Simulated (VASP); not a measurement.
# Cs2AgBiBr6: what each functional gives, and what it costs, part 5 of 5

Aim: compute the gap of Cs2AgBiBr6 from the cheapest level upwards and hold each value against experiment. The start is a cell from a database of measured crystal structures.

VASP 6.6.1, plane waves and PAW; the level of theory is named at each step.

So far, least gap on mesh and path (eV): step 2 (bands, level LDA, k 2×2×2) 1.06; step 5 (bands, level r2SCAN, k 2×2×2) 1.63; step 7 (bands, level BLYP, k 2×2×2) 1.26; step 8 (bands, level LAK, k 2×2×2) 1.93; step 10 (bands, level HSE06, k 2×2×2) 2.16.

## Step 11: Bands with PBE + SOC

This step: PBE, spin-orbit coupling; plane waves and PAW (Cs_sv, Ag, Bi_d, Br) (VASP 6.6.1).

Spin-orbit coupling needs spinors and the noncollinear program, where each band holds one electron.

INCAR reads:

```
SYSTEM = Cs2AgBiBr6
PREC = Accurate
ENCUT = 400
EDIFF = 1E-06
NELM = 100
ISMEAR = 0
SIGMA = 0.02
LREAL = .FALSE.
ALGO = Normal
GGA = PE
LNONCOLLINEAR = .TRUE.
MAGMOM = 0 0 0 0 0 0 0 0 0 0 0 0 0 0 0 0 0 0 0 0 0 0 0 0 0 0 0 0 0 0
NBANDS = 106
GGA_COMPAT = .FALSE.
LASPH = .TRUE.
LSORBIT = .TRUE.
LMAXMIX = 4
LORBIT = 11
LWAVE = .FALSE.
LCHARG = .FALSE.
KPAR = 2
NCORE = 4
```

POSCAR reads:

```
Cs2AgBiBr6
1.0
    0.0000000000      5.6161000000      5.6161000000
    5.6161000000      0.0000000000      5.6161000000
    5.6161000000      5.6161000000      0.0000000000
Cs Ag Bi Br
2 1 1 6
Direct
    0.2500000000      0.2500000000      0.2500000000
    0.7500000000      0.7500000000      0.7500000000
    0.5000000000      0.5000000000      0.5000000000
    0.0000000000      0.0000000000      0.0000000000
    0.2505500000      0.7494500000      0.2505500000
    0.2505500000      0.7494500000      0.7494500000
    0.7494500000      0.2505500000      0.7494500000
    0.7494500000      0.2505500000      0.2505500000
    0.2505500000      0.2505500000      0.7494500000
    0.7494500000      0.7494500000      0.2505500000
```

KPOINTS reads:

```
Automatic mesh
0
Gamma
3 3 3
0 0 0
```

KPOINTS_OPT reads:

```
Line mode
12
Line-mode
Reciprocal
  0.00000000   0.00000000   0.00000000 GAMMA
  0.50000000   0.00000000   0.50000000 X

  0.50000000   0.00000000   0.50000000 X
  0.50000000   0.25000000   0.75000000 W

  0.50000000   0.25000000   0.75000000 W
  0.37500000   0.37500000   0.75000000 K

  0.37500000   0.37500000   0.75000000 K
  0.00000000   0.00000000   0.00000000 GAMMA

  0.00000000   0.00000000   0.00000000 GAMMA
  0.50000000   0.50000000   0.50000000 L

  0.50000000   0.50000000   0.50000000 L
  0.62500000   0.25000000   0.62500000 U

  0.62500000   0.25000000   0.62500000 U
  0.50000000   0.25000000   0.75000000 W

  0.50000000   0.25000000   0.75000000 W
  0.50000000   0.50000000   0.50000000 L

  0.50000000   0.50000000   0.50000000 L
  0.37500000   0.37500000   0.75000000 K

  0.62500000   0.25000000   0.62500000 U
  0.50000000   0.00000000   0.50000000 X
```

Potentials, in the order of the species: Cs_sv, Ag, Bi_d and Br (PBE family, release 64).

Command:

```
$ mpirun -np 8 vasp_ncl
```

The log of the run:

```text
[banner, memory and clock lines left out]
running    8 mpi-ranks, on    1 nodes
[...]
LDA part: xc-table for (Slater+PW92), standard interpolation
 POSCAR, INCAR and KPOINTS ok, starting setup
[...]
entering main loop
       N       E                     dE             d eps       ncg     rms          rms(c)
DAV:   1     0.651535328068E+03    0.65154E+03   -0.32128E+04   880   0.117E+03
DAV:   2     0.461945066805E+02   -0.60534E+03   -0.58297E+03  1024   0.276E+02
DAV:   3    -0.289414506080E+02   -0.75136E+02   -0.74586E+02  1024   0.120E+02
DAV:   4    -0.316262758462E+02   -0.26848E+01   -0.26764E+01  1016   0.280E+01
[...]
DAV:  13    -0.305581123248E+02   -0.11874E-04   -0.13343E-05   968   0.172E-02    0.878E-03
DAV:  14    -0.305581143056E+02   -0.19808E-05   -0.35847E-06   944   0.703E-03    0.329E-03
DAV:  15    -0.305581146029E+02   -0.29727E-06   -0.13904E-06   704   0.588E-03
   1 F= -.30558115E+02 E0= -.30558115E+02  d E =-.146693E-14  mag=     0.0000    -0.0000    -0.0000
 Start KPOINTS_OPT (optional k-point list driver)
k-point batch [1-4\120]
       N       E                     dE             ncg
DAV:   1     0.376216265208E+03    0.13829E+02      912
DAV:   2    -0.202596962735E+04   -0.24022E+04     1012
DAV:   3    -0.232826420940E+04   -0.30229E+03     1032
DAV:   4    -0.233911144163E+04   -0.10847E+02     1008
DAV:   5    -0.233952464957E+04   -0.41321E+00     1208
DAV:   6    -0.233953305734E+04   -0.84078E-02     1152
DAV:   7    -0.233953329631E+04   -0.23896E-03     1216
DAV:   8    -0.233953329985E+04   -0.35398E-05     1160
DAV:   9    -0.233953329993E+04   -0.82812E-07      672
[...]
k-point batch [117-120\120]
       N       E                     dE             ncg
DAV:   1     0.340856429051E+03   -0.49944E+04      880
DAV:   2    -0.206583691635E+04   -0.24067E+04     1024
DAV:   3    -0.234263437493E+04   -0.27680E+03     1024
DAV:   4    -0.235205210482E+04   -0.94177E+01     1008
DAV:   5    -0.235242712264E+04   -0.37502E+00     1184
DAV:   6    -0.235243704393E+04   -0.99213E-02     1152
DAV:   7    -0.235243719550E+04   -0.15156E-03     1200
DAV:   8    -0.235243719840E+04   -0.29012E-05     1144
DAV:   9    -0.235243719845E+04   -0.49468E-07      664
```

Run time: 13 min. Hardware: 8 MPI ranks of Intel Xeon 6975P-C (Granite Rapids), shared host; peak memory 3.5 GiB; 84 min of CPU time.

Parts of OUTCAR (step 11):

```text
  Total        4.1017581      4.1017581      4.1017581     -0.0000000     -0.0000000      0.0000000
  in kB       18.5500950     18.5500950     18.5500950     -0.0000000     -0.0000000      0.0000000
  external PRESSURE =      18.5500950 kB  Pullay stress =       0.0000000 kB

 POSITION                                       TOTAL-FORCE (eV/Angst)
 -----------------------------------------------------------------------------------
      2.80805      2.80805      2.80805         0.000000      0.000000      0.000000
      8.42415      8.42415      8.42415        -0.000000      0.000000      0.000000
      5.61610      5.61610      5.61610        -0.000000      0.000000      0.000000
      0.00000      0.00000      0.00000        -0.000000      0.000000      0.000000
      5.61610      2.81423      5.61610        -0.000000      0.347748      0.000000
      8.41797      5.61610      5.61610        -0.347748      0.000000      0.000000
      5.61610      8.41797      5.61610        -0.000000     -0.347748      0.000000
      2.81423      5.61610      5.61610         0.347748      0.000000      0.000000
      5.61610      5.61610      2.81423        -0.000000      0.000000      0.347748
      5.61610      5.61610      8.41797        -0.000000      0.000000     -0.347748
 -----------------------------------------------------------------------------------
    total drift:                                0.000000      0.000000      0.000000

  FREE ENERGIE OF THE ION-ELECTRON SYSTEM (eV)
  ---------------------------------------------------
  free  energy   TOTEN  =       -30.5581146029 eV

  energy  without entropy=      -30.5581146029  energy(sigma->0) =      -30.55811460

 magnetization (x)
# of ion       s       p       d       tot
------------------------------------------
    1        0.000  -0.000   0.000   0.000
    2       -0.000  -0.000   0.000  -0.000
    3        0.000   0.000   0.000   0.000
    4        0.000   0.000  -0.000  -0.000
    5        0.000   0.000  -0.000   0.000
    6        0.000   0.000   0.000   0.000
    7        0.000   0.000   0.000   0.000
    8        0.000   0.000   0.000   0.000
    9       -0.000   0.000   0.000  -0.000
   10       -0.000   0.000   0.000  -0.000
--------------------------------------------------
tot          0.000  -0.000   0.000   0.000

 magnetization (y)
# of ion       s       p       d       tot
------------------------------------------
    1       -0.000  -0.000   0.000  -0.000
    2        0.000  -0.000   0.000   0.000
    3        0.000   0.000   0.000   0.000
    4        0.000  -0.000  -0.000  -0.000
    5        0.000   0.000   0.000   0.000
    6       -0.000   0.000   0.000  -0.000
    7        0.000   0.000   0.000   0.000
    8       -0.000   0.000   0.000  -0.000
    9        0.000   0.000  -0.000   0.000
   10        0.000   0.000  -0.000   0.000
--------------------------------------------------
tot         -0.000  -0.000  -0.000  -0.000

 magnetization (z)
# of ion       s       p       d       tot
------------------------------------------
    1       -0.000   0.000   0.000  -0.000
    2       -0.000   0.000   0.000  -0.000
    3        0.000   0.000   0.000   0.000
    4       -0.000   0.000  -0.000  -0.000
    5       -0.000   0.000   0.000  -0.000
    6        0.000   0.000  -0.000   0.000
    7       -0.000   0.000  -0.000  -0.000
    8        0.000   0.000  -0.000   0.000
    9        0.000   0.000   0.000   0.000
   10        0.000   0.000   0.000   0.000
--------------------------------------------------
tot         -0.000   0.000  -0.000  -0.000

[... 1 part as in an earlier step ...]

[... 2 further parts left out ...]
[key lines of the parts left out:]
E-fermi :   1.1935
```

VASP adds spin-orbit coupling inside the spheres on scalar-relativistic partial waves, which describe the 6p1/2 states imperfectly, so such gaps can be off by a tenth of an eV or more.

Electronic bands along the path, in eV, zero at the valence-band top; v1 is the highest filled band, c1 the lowest empty one:

| point | v4 | v3 | v2 | v1 | c1 | c2 | c3 | c4 |
| --- | --- | --- | --- | --- | --- | --- | --- | --- |
| Γ | -0.70 | -0.70 | -0.70 | -0.70 | 1.37 | 1.37 | 2.73 | 2.73 |
| X | -0.72 | -0.72 | 0.00 | 0.00 | 1.91 | 1.91 | 3.32 | 3.32 |
| W | -1.30 | -1.30 | -0.10 | -0.10 | 1.96 | 1.96 | 3.12 | 3.12 |
| K | -1.05 | -1.05 | -0.21 | -0.21 | 1.86 | 1.86 | 3.10 | 3.10 |
| Γ | -0.70 | -0.70 | -0.70 | -0.70 | 1.37 | 1.37 | 2.73 | 2.73 |
| L | -1.29 | -1.29 | -1.15 | -1.15 | 1.11 | 1.11 | 3.33 | 3.33 |
| U | -1.05 | -1.05 | -0.21 | -0.21 | 1.86 | 1.86 | 3.10 | 3.10 |
| W | -1.30 | -1.30 | -0.10 | -0.10 | 1.96 | 1.96 | 3.12 | 3.12 |
| L | -1.29 | -1.29 | -1.15 | -1.15 | 1.11 | 1.11 | 3.33 | 3.33 |
| K | -1.05 | -1.05 | -0.21 | -0.21 | 1.86 | 1.86 | 3.10 | 3.10 |
| jump to U | -1.05 | -1.05 | -0.21 | -0.21 | 1.86 | 1.86 | 3.10 | 3.10 |
| X | -0.72 | -0.72 | 0.00 | 0.00 | 1.91 | 1.91 | 3.32 | 3.32 |

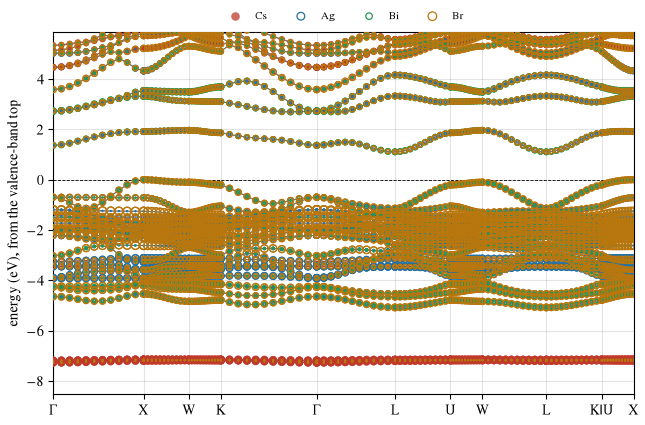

Electronic bands along the path; dots are coloured as in the legend, and their area grows with the weight.

The gap is 1.11 eV, indirect, from X to L. Against PBE that is -0.13 eV, on another mesh; this run took 7.5 times the core time. The gap lies -0.99 eV from the measured 2.10 eV.

## Step 12: Bands with TB-mBJ + SOC

This step: TB-mBJ, spin-orbit coupling; plane waves and PAW (Cs_sv, Ag, Bi_d, Br) (VASP 6.6.1).

Changes to INCAR since step 11:

```diff
@@ -4,3 +4,3 @@
 EDIFF = 1E-06
-NELM = 100
+NELM = 150
 ISMEAR = 0
@@ -9,3 +9,4 @@
 ALGO = Normal
-GGA = PE
+METAGGA = MBJ
+LASPH = .TRUE.
 LNONCOLLINEAR = .TRUE.
@@ -14,3 +15,2 @@
 GGA_COMPAT = .FALSE.
-LASPH = .TRUE.
 LSORBIT = .TRUE.
```

POSCAR is that of step 11.

KPOINTS is that of step 11.

KPOINTS_OPT is that of step 11.

Command:

```
$ mpirun -np 8 vasp_ncl
```

The log of the run:

```text
[banner, memory and clock lines left out]
running    8 mpi-ranks, on    1 nodes
[...]
[... a notice as in an earlier step ...]

 LDA part: xc-table for (None), standard interpolation
 POSCAR, INCAR and KPOINTS ok, starting setup
[...]
entering main loop
       N       E                     dE             d eps       ncg     rms          rms(c)
DAV:   1     0.367076694330E+04    0.36708E+04   -0.32121E+04   880   0.117E+03
DAV:   2     0.306582242939E+04   -0.60494E+03   -0.58317E+03  1026   0.276E+02
DAV:   3     0.299148099642E+04   -0.74341E+02   -0.73739E+02  1032   0.119E+02
DAV:   4     0.298897070230E+04   -0.25103E+01   -0.25018E+01  1000   0.271E+01
[...]
DAV:   8     0.298740467110E+04    0.48864E+00   -0.57798E-01   936   0.462E+00    0.252E+01
DAV:   9     0.299098579011E+04    0.35811E+01   -0.10159E+01   936   0.285E+01    0.240E+01
DAV:  10     0.299083655866E+04   -0.14923E+00   -0.25514E+00   960   0.619E+00    0.236E+01
[... 130 further cycles ...]
DAV: 141     0.294045586610E+04   -0.38175E+03   -0.34843E+03  1296   0.794E+02    0.464E+02
DAV: 142     0.322698629375E+04    0.28653E+03   -0.17774E+03  1452   0.666E+02    0.249E+02
DAV: 143     0.316171570078E+04   -0.65271E+02   -0.68108E+02  1664   0.274E+02    0.300E+02
DAV: 144     0.310650576679E+04   -0.55210E+02   -0.62263E+02  1472   0.516E+02    0.253E+02
[...]
DAV: 148     0.305681692061E+04   -0.46003E+01   -0.42698E+01  1560   0.735E+01    0.330E+02
DAV: 149     0.304908910771E+04   -0.77278E+01   -0.17636E+02  1144   0.108E+02    0.319E+02
DAV: 150     0.305183092241E+04    0.27418E+01   -0.82275E+01  1224   0.517E+01
 [... a notice as in an earlier step ...]

   1 F= 0.30518309E+04 E0= 0.30518309E+04  d E =-.650701E-25  mag=    -0.0000     0.0000     0.0000
 Start KPOINTS_OPT (optional k-point list driver)
k-point batch [1-4\120]
       N       E                     dE             ncg
DAV:   1     0.295431475054E+04    0.25919E+04      984
DAV:   2    -0.454198134675E+03   -0.34085E+04     1360
DAV:   3    -0.991686748924E+03   -0.53749E+03     1360
DAV:   4    -0.102394629960E+04   -0.32260E+02     1336
[...]
DAV:  20    -0.102693171270E+04   -0.45810E-05      976
DAV:  21    -0.102693171466E+04   -0.19656E-05      944
DAV:  22    -0.102693171551E+04   -0.84687E-06      880
[...]
k-point batch [117-120\120]
       N       E                     dE             ncg
DAV:   1     0.290239895193E+04   -0.24329E+04     1008
DAV:   2    -0.480016029778E+03   -0.33824E+04     1354
DAV:   3    -0.996647597830E+03   -0.51663E+03     1352
DAV:   4    -0.102748916986E+04   -0.30842E+02     1336
[...]
DAV:  24    -0.103035543172E+04   -0.93771E-05      832
DAV:  25    -0.103035543521E+04   -0.34846E-05      744
DAV:  26    -0.103035543618E+04   -0.97767E-06      720
```

It took 50 min on 8 MPI ranks; peak memory 4 GiB.

Parts of OUTCAR (step 12):

```text
 k-point     1 :       0.0000    0.0000    0.0000
  band No.  band energies     occupation
    ...
     82       6.7754      1.00000
     83       6.9717      1.00000
     84       7.0030      1.00000
     85       7.0032      1.00000
     86       7.0299      1.00000
     87      10.7079      0.00000
     88      10.7313      0.00000
     89      10.9290      0.00000
     90      11.0596      0.00000
     91      12.7993      0.00000
    ...

  Total      113.5988523    113.5988523    113.5988523     -0.0000000     -0.0000000      0.0000000
  in kB      513.7478692    513.7478692    513.7478692     -0.0000000     -0.0000000      0.0000000
  external PRESSURE =     513.7478692 kB  Pullay stress =       0.0000000 kB

 POSITION                                       TOTAL-FORCE (eV/Angst)
 -----------------------------------------------------------------------------------
      2.80805      2.80805      2.80805         0.000000     -0.000000     -0.000000
      8.42415      8.42415      8.42415         0.000000      0.000000     -0.000000
      5.61610      5.61610      5.61610         0.000000     -0.000000     -0.000000
      0.00000      0.00000      0.00000         0.000000     -0.000000     -0.000000
      5.61610      2.81423      5.61610         0.000000    -14.654607     -0.000000
      8.41797      5.61610      5.61610        14.654607     -0.000000     -0.000000
      5.61610      8.41797      5.61610         0.000000     14.654607     -0.000000
      2.81423      5.61610      5.61610       -14.654607     -0.000000     -0.000000
      5.61610      5.61610      2.81423         0.000000     -0.000000    -14.654607
      5.61610      5.61610      8.41797         0.000000     -0.000000     14.654607
 -----------------------------------------------------------------------------------
    total drift:                                0.000000     -0.000000     -0.000000

  FREE ENERGIE OF THE ION-ELECTRON SYSTEM (eV)
  ---------------------------------------------------
  free  energy   TOTEN  =      3051.8309224116 eV

  energy  without entropy=     3051.8309224116  energy(sigma->0) =     3051.83092241

 Spin-Orbit-Coupling matrix elements
 Ion:    1  E_soc:     -0.2620270
 Ion:    2  E_soc:     -0.2620270
 Ion:    3  E_soc:     -0.0326117
 Ion:    4  E_soc:     -0.7404546
 Ion:    5  E_soc:     -0.0392352
 Ion:    6  E_soc:     -0.0392352
 Ion:    7  E_soc:     -0.0392352
 Ion:    8  E_soc:     -0.0392352
 Ion:    9  E_soc:     -0.0392352
 Ion:   10  E_soc:     -0.0392352

 magnetization (x)
# of ion       s       p       d       tot
------------------------------------------
    1        0.000   0.000   0.000   0.000
    2       -0.000   0.000   0.000  -0.000
    3        0.000  -0.000   0.000   0.000
    4        0.000  -0.000   0.000  -0.000
    5        0.000  -0.000   0.000  -0.000
    6        0.000   0.000   0.000   0.000
    7       -0.000  -0.000   0.000  -0.000
    8        0.000   0.000   0.000   0.000
    9       -0.000  -0.000  -0.000  -0.000
   10       -0.000  -0.000  -0.000  -0.000
--------------------------------------------------
tot         -0.000  -0.000   0.000  -0.000

 magnetization (y)
# of ion       s       p       d       tot
------------------------------------------
    1        0.000   0.000   0.000   0.000
    2       -0.000   0.000   0.000  -0.000
    3        0.000  -0.000   0.000   0.000
    4        0.000  -0.000   0.000  -0.000
    5        0.000   0.000   0.000   0.000
    6        0.000   0.000  -0.000   0.000
    7        0.000   0.000  -0.000   0.000
    8       -0.000   0.000   0.000  -0.000
    9        0.000   0.000   0.000   0.000
   10        0.000   0.000   0.000   0.000
--------------------------------------------------
tot          0.000   0.000   0.000   0.000

 magnetization (z)
# of ion       s       p       d       tot
------------------------------------------
    1        0.000   0.000   0.000   0.000
    2        0.000  -0.000   0.000   0.000
    3       -0.000  -0.000   0.000  -0.000
    4        0.000   0.000   0.000   0.000
    5       -0.000  -0.000  -0.000  -0.000
    6        0.000  -0.000   0.000  -0.000
    7       -0.000  -0.000  -0.000  -0.000
    8       -0.000   0.000   0.000  -0.000
    9       -0.000   0.000   0.000   0.000
   10        0.000   0.000   0.000   0.000
--------------------------------------------------
tot         -0.000  -0.000   0.000  -0.000

[... 7 parts as in an earlier step ...]

[... 10 further parts left out ...]
[key lines of the parts left out:]
E-fermi :   7.3293
```

EDIFF was not reached within NELM cycles, so the run counts as unconverged.

## Step 13: The ladder as a table

This step: ladder of functionals on one cell; plane waves and PAW (VASP 6.6.1).

Derived from the runs above.

A gap of 0 means none; cost is the wall time of each run, as given at its step, times its ranks, without the set-up around it. Results by level, by row:

| level | gap (eV) | least direct gap (eV) | pressure (GPa) | cost (core minutes) |
| --- | --- | --- | --- | --- |
| LDA | 1.063 | 2.171 | -1.14 | 20.4 |
| PBEsol | 1.137 | 2.237 | 0.2 | 18.9 |
| PBE | 1.237 | 2.322 | 2.06 | 14.1 |
| r2SCAN | 1.629 | 2.711 | 1.17 | 43.3 |
| BLYP | 1.264 | 2.337 | 3.95 | 14.7 |
| LAK | 1.933 | 2.983 | 2.22 | 46.3 |
| HSE06 | 2.16 | 3.276 | - | 152 |
| PBE + SOC | 1.106 | 1.913 | 1.86 | 106 |

## Step 14: Outcome

| Quantity | Value |
| --- | --- |
| gap, LDA | 1.06 eV |
| gap, PBEsol | 1.14 eV |
| gap, PBE | 1.24 eV |
| gap, r2SCAN | 1.63 eV |
| gap, BLYP | 1.26 eV |
| gap, LAK | 1.93 eV |
| gap, HSE06 | 2.16 eV |
| gap, PBE + SOC | 1.11 eV |

For Cs2AgBiBr6, without spin-orbit coupling, the functional decides between a gap of 1.06 eV (LDA) and 2.16 eV (HSE06), while across these levels the cost spans a factor of 11. No level that was run with spin-orbit coupling brings the gap within 0.15 eV of experiment (a bound picked here). HSE06 moves the gap by +0.92 eV from PBE, at about 11 times the core time, though on fewer points of the path. Spin-orbit coupling changes the PBE gap by -0.13 eV (the two runs use different meshes). Adding the spin-orbit shift of PBE (-0.13 eV) to levels run without it gives estimates of 2.03 eV for HSE06; the shift need not carry over unchanged. All levels use one geometry, and one mesh but for spin-orbit runs, kept coarse to afford the hybrids, so no gap here is fully converged. Costs come from a shared host, and the hybrids use PRECFOCK = Fast. Not obtained: TB-mBJ, because the run did not converge. Not obtained: TB-mBJ + SOC, because the run did not converge. These are single-particle gaps of a static lattice, without excitons or temperature. For 6p states the spin-orbit term of the PAW spheres is itself uncertain by a tenth of an eV or more, so small misses against experiment say little.

Comparison with the measured values:

| quantity | measured | PBE + spin-orbit | HSE06 plus the spin-orbit shift of PBE |
| --- | --- | --- | --- |
| band gap (least gap) (eV) | 2.1 | 1.11 (-0.99 eV) | 2.03 (-0.07 eV) |

Measured values from arxiv:2006.15818 (2020).

**Verdict.** For the band gap, of the levels listed nearest comes HSE06 plus the spin-orbit shift of PBE (-0.07 eV, good agreement) and farthest PBE + spin-orbit (-0.99 eV, a clear miss). An optical gap can lie under the band gap by the exciton's binding. Zero-point and thermal motion shift the measured gap. No cell relaxation is part of this session.

[Lines on the potential files, build, host, timing and source positions are cut from VASP's logs without a mark.]

[Logs are printed without paths, hosts, clocks, repeated set-up lines and the standing remarks that a program may print on its own settings, such as how far it seeks lower states.]

[Hosts, paths, dates, database ids (printed as entryN), source tags and the programs' standing remarks are cut or masked in the printed files.]

[A measured line is paired with the nearest computed mode of its activity, which favours agreement.]
